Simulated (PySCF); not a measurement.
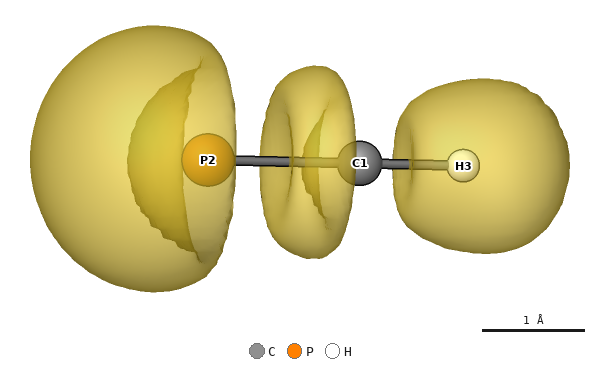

CHP. Isosurface of the ELF at 0.8 (yellow), seen from one side. Core shells and regions of very low density are left out.

Geometry: GFN2-xTB.

The calculation used PySCF, wB97X-D/def2-SVPD, SCF density, gas phase.

### What do the ELF domains correspond to?

The surface consists of one region between bonded C–P atoms (shared pairs), one region around a hydrogen nucleus and one lobe on P, pointing away from the bonds (lone pairs).

Values along the shortest contacts:
C–P (1.55 Å): the ELF peaks at about 0.85 between the atoms (a covalent bond). C–H (1.06 Å): the ELF climbs to about 1 towards the hydrogen, as it does in any bond to H (an ordinary covalent bond to hydrogen).
